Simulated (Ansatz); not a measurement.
# Si2H5ClO2 (SMILES O[SiH2][SiH](O)Cl) at B3LYP/6-31G(d) (Cartesian functions)

Aim: the vertical ionisation energy of Si2H5ClO2 at B3LYP/6-31G* (Cartesian functions), from 2 runs. 

Program for the calculation: Ansatz 0.2.0.

45 further runs of the same task are left out: 45 set aside as unsound or not needed.

**1. The system as given**

Si2H5ClO2 has 10 atoms, charge 0, and is taken as a singlet. As SMILES, `O[SiH2][SiH](O)Cl`. Geometry: relaxed at PBE0-D4/def2-TZVP. This is one conformer, not always the lowest.

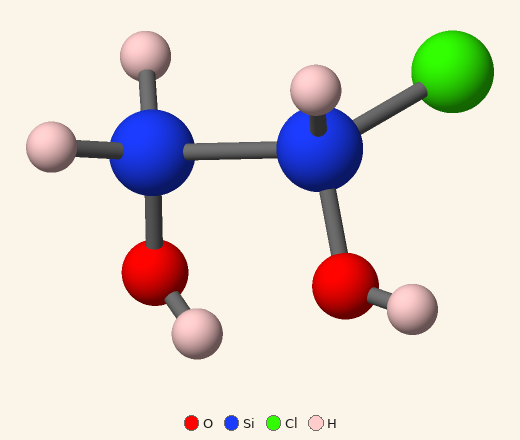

Viewed from a chosen angle; oxygen red, silicon blue, chlorine green, hydrogen pink.

**2. A single-point energy at B3LYP/6-31G(d) (Cartesian functions)**

run.yaml reads:

```yaml
crystal:
  periodic: [false, false, false]
  atoms:
    - {symbol: O, position_ang: [-0.930000, 0.870600, 1.737400]}
    - {symbol: Si, position_ang: [-0.447400, 1.332200, 0.228900]}
    - {symbol: Si, position_ang: [0.341100, -0.602400, -0.843800]}
    - {symbol: O, position_ang: [0.842400, -1.502200, 0.443500]}
    - {symbol: Cl, position_ang: [-1.163400, -1.590800, -1.857000]}
    - {symbol: H, position_ang: [-0.481100, 0.102500, 2.098700]}
    - {symbol: H, position_ang: [0.646000, 2.345000, 0.279800]}
    - {symbol: H, position_ang: [-1.611200, 1.931000, -0.468100]}
    - {symbol: H, position_ang: [1.430200, -0.446300, -1.842900]}
    - {symbol: H, position_ang: [1.198600, -2.379200, 0.286500]}
basis:
  gaussian:
    orbitals: "6-31G*"
magnetization:
  spin_polarized: false
hamiltonian:
  xc: {name: B3LYP}
accuracy: high
output:
  orbitals: {seedname: orbitals}
```

Started as:

```bash
$ ansatz run run.yaml --threads 1 --pin off --max-ram 2610MiB --events-out events.jsonl --progress --plain --runs-dir runs
```

Log:

```text
Warning: RAYON_NUM_THREADS=1 ignored (pool sized by the plan → 1); use --threads N
Functional definition: B3LYP
  name "B3LYP"
  parameter a0 = 0.2
  parameter ax = 0.72
  parameter ac = 0.81
  exchange = (1 - a0 - ax)*slater_x + ax*b88_x + a0*exact_x
  correlation = (1 - ac)*vwn_rpa_c + ac*lyp_c
2093 factors; integrals over basis functions are off by at most 9.4e-9 eV
mean field evaluation 1: about -32448.4111 eV, gradient 6.9e1 eV
mean field evaluation 2: about -32427.3678 eV, gradient 1.3e2 eV
mean field evaluation 4: about -32456.3231 eV, gradient 3.3e0 eV
mean field evaluation 8: about -32456.5141 eV, gradient 4.4e-1 eV
mean field evaluation 16: about -32456.5145 eV, gradient 2.7e-5 eV
mean field -32456.51453929 eV, -1192.7549095034 hartree, gradient 5.4e-8 eV, S^2 0.000000; 0 other end points of the search recorded, 0 dependent functions left out
reference -32456.51458407 eV, -1192.7549111487 hartree; 33, 33 occupied and 64, 64 virtual orbitals, 2093 factors
Total energy: -32456.51458407 eV, -1192.7549111487 hartree
```

Wall time 10 s (1 thread of Arm Neoverse V2, shared host); peak memory 0.38 GiB.

**3. The doublet cation**

Edit run.yaml of step 2 so:

```diff
@@ -16,4 +16,6 @@
     orbitals: "6-31G*"
+total_charge: 1
 magnetization:
-  spin_polarized: false
+  spin_polarized: true
+  initial_magnetization: 1
 hamiltonian:
@@ -21,3 +23,2 @@
 accuracy: high
-output:
-  orbitals: {seedname: orbitals}
+output: {orbitals: {seedname: orbitals}}
```

Started as:

```bash
$ ansatz run run.yaml --threads 1 --pin off --max-ram 2610MiB --events-out events.jsonl --progress --plain --runs-dir runs
```

Log (excerpt; [...] marks lines left out):

```text
Warning: RAYON_NUM_THREADS=1 ignored (pool sized by the plan → 1); use --threads N
[... 7 set-up lines as earlier in the session ...]
2092 factors; integrals over basis functions are off by at most 9.4e-9 eV
mean field evaluation 1: about -32431.0339 eV, gradient 6.7e1 eV
mean field evaluation 2: about -32332.7089 eV, gradient 1.6e2 eV
mean field evaluation 4: about -32442.9096 eV, gradient 2.7e1 eV
mean field evaluation 8: about -32446.5726 eV, gradient 2.6e-1 eV
mean field evaluation 16: about -32446.7406 eV, gradient 9.0e-3 eV
mean field evaluation 32: about -32446.7406 eV, gradient 4.2e-7 eV
mean field -32446.74061797 eV, -1192.3957245195 hartree, gradient 7.5e-8 eV, S^2 0.755003; 4 other end points of the search recorded, 0 dependent functions left out
reference -32446.74066182 eV, -1192.3957261312 hartree; 33, 32 occupied and 64, 65 virtual orbitals, 2092 factors
Total energy: -32446.74066182 eV, -1192.3957261312 hartree
```

Run time: 27 s. Hardware: 1 thread of Arm Neoverse V2, shared host; peak memory 0.56 GiB.

**4. Results**

Level: B3LYP/6-31G* (Cartesian functions).

| quantity | value |
| --- | --- |
| singlet Si2H5ClO2: total energy | -1192.75491 Eh |
| singlet Si2H5ClO2: HOMO energy | -7.58 eV |
| singlet Si2H5ClO2: LUMO energy | -0.74 eV |
| singlet Si2H5ClO2: HOMO–LUMO gap | 6.84 eV |
| doublet cation: total energy | -1192.39573 Eh |
| doublet cation: HOMO energy (highest over α and β) | -13.91 eV |
| doublet cation: LUMO energy (lowest over α and β) | -11.96 eV |
| doublet cation: ⟨S²⟩ | 0.755 |
| vertical ionisation energy (to the doublet cation) | 9.774 eV |

**Reading.** The vertical ionisation energy comes to 9.77 eV (225 kcal/mol). The negative HOMO energy of the first species, 7.58 eV, lies 2.20 eV below that difference.
